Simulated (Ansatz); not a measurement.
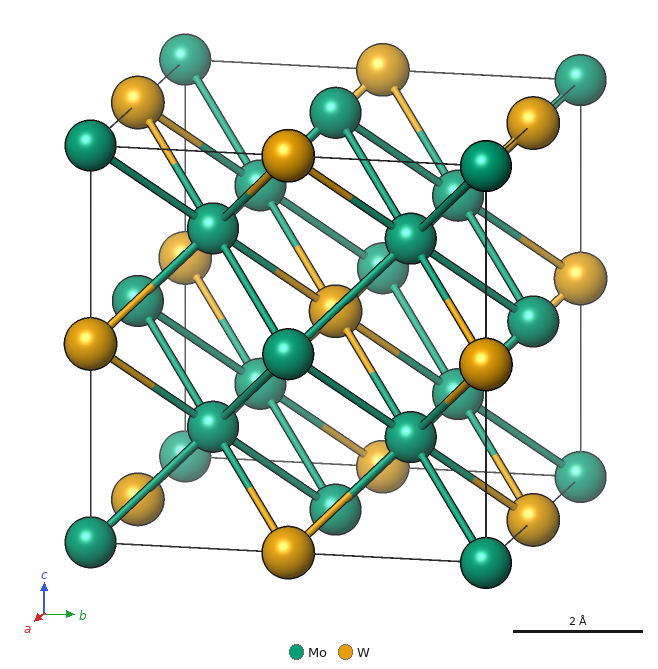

The image is a ball-and-stick drawing of a crystal, viewed slightly off an axis. One conventional unit cell is framed, with atoms on its boundary repeated.

Mo3W, D0₃ (BiF₃ or Fe₃Al type), space group Fm-3m (No. 225), a = 6.332 Å, b = 6.332 Å, c = 6.332 Å, α = 90.00°, β = 90.00°, γ = 90.00°. The structure was taken from a structure type filled with these elements by a generator (whether the compound takes this form wasn't checked). Earlier steps of the study may have refined or changed the cell and positions. It was run through Ansatz as a DFT input.

This one geometry was computed with Ansatz (DFT, plane waves, PAW) at three levels of theory: r2SCAN, PBE with spin-orbit coupling and PBE.

> Which level gives the highest pressure at this volume, and what does that say about its equilibrium volume?

Highest: PBE with spin-orbit coupling (0.1 GPa) and PBE (0.0 GPa), which points to the largest equilibrium volume. Lowest, with the smallest volume: r2SCAN (-2.9 GPa). Levels within 0.5 GPa of each other can't be told apart.

> How does the band gap change with the level of theory?

All levels give a metal.

> Collect the results in a table.

| level | cutoff (eV) | k-mesh of the run's cell | gap (eV) | pressure (GPa) |
| --- | --- | --- | --- | --- |
| r2SCAN | 500 | 12×12×12 | metal | -2.9 |
| PBE with spin-orbit coupling | 420 | 12×12×12 | metal | 0.1 |
| PBE | 420 | 12×12×12 | metal | 0.0 |

Gaps are taken on the k-mesh or band path of each run.
